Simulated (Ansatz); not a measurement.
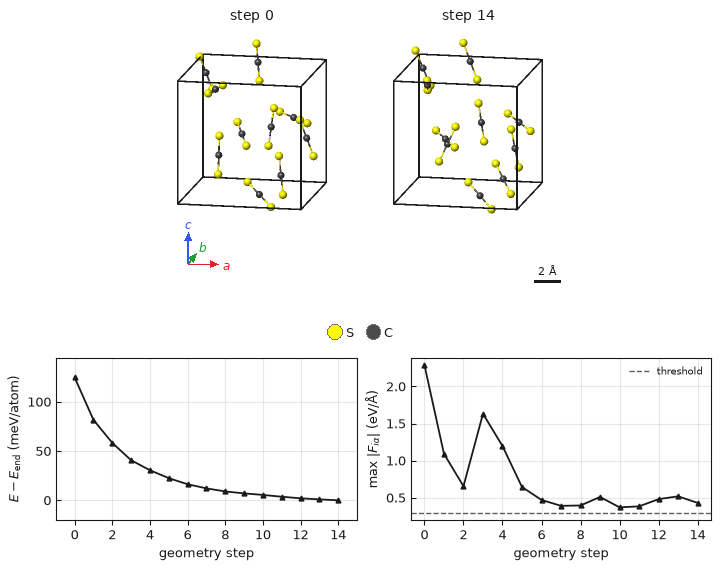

First and last geometry of a relaxation of an amorphous cell of composition CS₂, with the history of the run. Style: ball-and-stick. Shown: the cell of the calculation, slightly off an axis.

The cell holds 10 CS2. The run prepares the start of a later molecular dynamics calculation, from a guessed geometry.

These are results of DFT PBE-D3(BJ), scalar-relativistic, plane waves, PAW in Ansatz 0.2.0, not measurements. Set-up: plane-wave cutoff 420 eV; k-point mesh 1 × 1 × 1; occupations fermi dirac; smearing width 0.02 eV; no spin polarisation; atoms relaxed in a fixed cell; force threshold 0.3 eV/Å; at most 15 steps.

Read the history and describe the run.

Answer. The relaxation stopped without meeting its thresholds, so the last structure isn't shown to be converged. It used up its limit of 15 steps. After 14 geometry steps the energy has fallen by 125 meV per atom. The largest force component goes from 2.3 to 0.43 eV/Å. The largest moves, 1.79 Å, are those of S atoms. Largest moves by element: S 1.79 Å, C 1.42 Å. The cell doesn't change. Some distances before and after: S–S 2.656 → 4.156 Å, C–S 2.449 → 3.800 Å, S–S 2.778 → 4.090 Å, S–S 2.784 → 3.561 Å.

Limits of the set-up: the program's low-accuracy preset was used.
